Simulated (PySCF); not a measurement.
# C₄H₂: magnetic properties

Aim: compute the magnetic properties of C₄H₂ (`C#CC#C`).

Programs: PySCF 2.14.0, with routines of our own; each step states its level. All values are computed. Atoms count from 0.

### Step 1. The starting structure

6 atoms, charge 0, multiplicity 1; geometry from: GFN2-xTB.

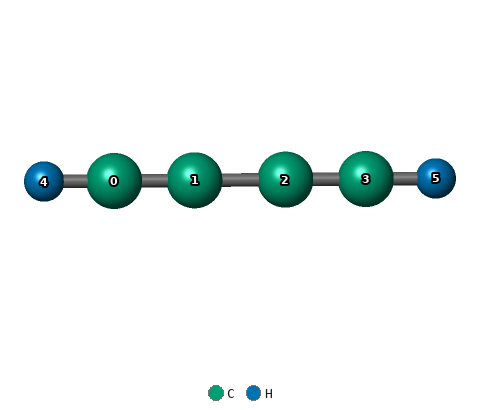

The starting geometry (carbon teal, hydrogen blue).

### Step 2. Geometry optimisation at PBE0-D3(BJ)/def2-SVP

Job settings and geometry (Å):

```
{"job": {"xc": "PBE0", "basis": "def2-SVP", "d3": "d3bj", "grid": 1, "kind": "geom"}, "charge": 0, "multiplicity": 1}
C      0.191765     1.497905     1.127718
C      0.069278     0.540924     0.407775
C     -0.068652    -0.540272    -0.406138
C     -0.190228    -1.497072    -1.126535
H      0.297804     2.331024     1.755248
H     -0.296844    -2.330520    -1.753345
```

Launch:

```
$ OMP_NUM_THREADS=1 python excited_run.py task.json out
```

This one command runs all jobs of the session in turn.

The program printed:

```text
step   0  E = -153.17681563  max force = 0.017543
step   1  E = -153.17861174  max force = 0.002844
step   2  E = -153.17862313  max force = 0.000124
optimisation converged
```

Wall time 1.8 s (1 thread of AMD EPYC 9R45, shared host); peak memory 0.32 GiB.

Relaxation path:

| step | energy from step 0 (eV) | largest force component (eV/Å) |
| --- | --- | --- |
| 0 | 0.0000 | 0.9021 |
| 1 | -0.0489 | 0.1462 |
| 2 | -0.0492 | 0.0064 |

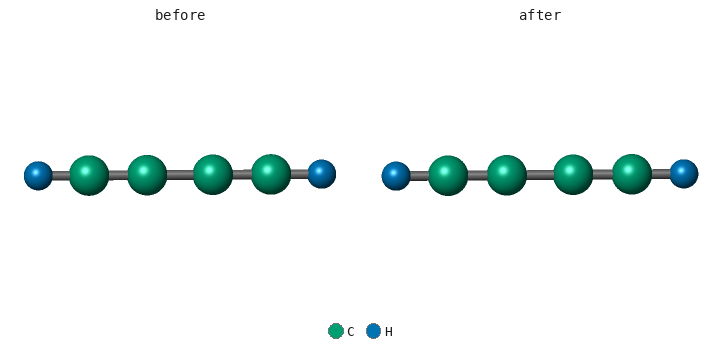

Before and after, at one scale.

Close pairs (by a distance rule), those that changed most:

| bond | before (Å) | after (Å) | change (Å) |
| --- | --- | --- | --- |
| C3–H5 | 1.048 | 1.074 | +0.026 |
| C0–H4 | 1.048 | 1.074 | +0.026 |
| C1–C2 | 1.360 | 1.373 | +0.012 |
| C0–C1 | 1.204 | 1.216 | +0.012 |
| C2–C3 | 1.204 | 1.216 | +0.012 |

The next job starts from the end point, and lists it.

| at the end point | value |
| --- | --- |
| point group (found at 0.08 Å tolerance) | D∞h |
| rotational constants (GHz, main isotopes) | 4.356, 4.356 |
| dipole moment (D) | 0.00 |

### Step 3. Magnetic properties: GIAO B3LYP/aug-pcSseg-1

Job settings and geometry (Å):

```
{"job": {"kind": "mag", "xc": "B3LYP", "basis": "aug-pcSseg-1", "isotopologues": 4}, "charge": 0, "multiplicity": 1}
C      0.154230     1.512986     1.133766
C      0.029424     0.545414     0.407896
C     -0.111262    -0.546821    -0.411597
C     -0.236202    -1.514470    -1.137339
H      0.263949     2.367605     1.775742
H     -0.345910    -2.369143    -1.779243
```

Level: GIAO B3LYP/aug-pcSseg-1 magnetisability, rotational g tensor and spin-rotation constants, non-relativistic, gas phase.

The program printed:

```text
coarse grid: 5584 points
cycle   1  E = -153.4147092848  dE =  5.133e-01  |g| = 3.294e-01  |ddm| = 8.947e+00
cycle   2  E = -153.4215561832  dE = -6.847e-03  |g| = 2.748e-01  |ddm| = 1.906e+00
cycle   3  E = -153.4409791309  dE = -1.942e-02  |g| = 9.577e-02  |ddm| = 5.744e-01
cycle   4  E = -153.4430553306  dE = -2.076e-03  |g| = 3.012e-02  |ddm| = 1.089e-01
cycle   5  E = -153.4432732423  dE = -2.179e-04  |g| = 1.934e-03  |ddm| = 6.056e-02
cycle   6  E = -153.4432740644  dE = -8.221e-07  |g| = 5.766e-05  |ddm| = 6.464e-03
final grid: 55576 points
cycle   7  E = -153.4793539161  dE = -1.324e-05  |g| = 2.190e-03  |ddm| = 2.946e-01
cycle   8  E = -153.4793543509  dE = -4.348e-07  |g| = 1.821e-03  |ddm| = 1.430e-02
cycle   9  E = -153.4793552954  dE = -9.444e-07  |g| = 2.178e-04  |ddm| = 4.366e-03
cycle  10  E = -153.4793552936  dE =  1.770e-09  |g| = 2.304e-04  |ddm| = 4.079e-04
cycle  11  E = -153.4793553067  dE = -1.313e-08  |g| = 1.189e-05  |ddm| = 2.475e-04
cycle  12  E = -153.4793553067  dE = -3.286e-11  |g| = 8.107e-07  |ddm| = 2.096e-05
converged SCF energy = -153.4793553067

Magnetisability tensor (1e-30 J/T^2)
     -583.83      -12.28       -9.21
      -12.28     -677.54      -71.50
       -9.21      -71.50     -635.90
isotropic -632.42   principal values    -732.77   -582.25   -582.25
isotropic susceptibility -38.085 1e-6 cm^3/mol

Inertial axes            a          b          c
rot. const./GHz           -     4.3558     4.3558
chi total           -44.128    -35.064    -35.064
chi diamagnetic     -44.128   -316.232   -316.232
chi paramagnetic      0.000    281.168    281.168
quadrupole/D A       12.808     -6.404     -6.404
g nuclear                 -     0.5800     0.5800
g electronic              -    -0.5754    -0.5754
g total                   -     0.0046     0.0046

Spin-rotation constants (kHz, H = +C I.J)
atom  isotope        aa         bb         cc
  4     1H            -     -0.481     -0.481
  5     1H            -     -0.481     -0.481
  0    13C*           -      1.441      1.441
  1    13C*           -      1.538      1.538
* in the singly substituted isotopologue

Isotopologues: g along a, b, c
2H    at 4,5                     -     0.0040     0.0040
13C   at 0                       -     0.0045     0.0045
13C   at 1                       -     0.0046     0.0046
2H    at 4                       -     0.0043     0.0043
```

It took 3.2 s on 1 thread of AMD EPYC 9R45, shared host; peak memory 0.49 GiB.

Key values:

| quantity | value |
| --- | --- |
| magnetisability | -632·10⁻³⁰ J/T² |
| molar susceptibility | -38.1·10⁻⁶ cm³/mol |
| rotational g (a, b, c) | –, 0.0046, 0.0046 |

### Step 4. Outcome

| quantity | value |
| --- | --- |
| point group | D∞h |
| rotational constants (main isotopes) | 4.36, 4.36 GHz |
| magnetisability (step 3, GIAO B3LYP/aug-pcSseg-1) | -632·10⁻³⁰ J/T² |
| molar susceptibility (step 3, GIAO B3LYP/aug-pcSseg-1) | -38.1·10⁻⁶ cm³/mol |
| rotational g (a, b, c) (step 3, GIAO B3LYP/aug-pcSseg-1) | –, 0.0046, 0.0046 |

Over 2 steps the energy fell by 0.049 eV; of the close pairs, C3–H5 changed most, 1.048 to 1.074 Å. No frequency check was run at this level, so the end point may be a saddle. Vibrational averaging and real surroundings are missing from these values.
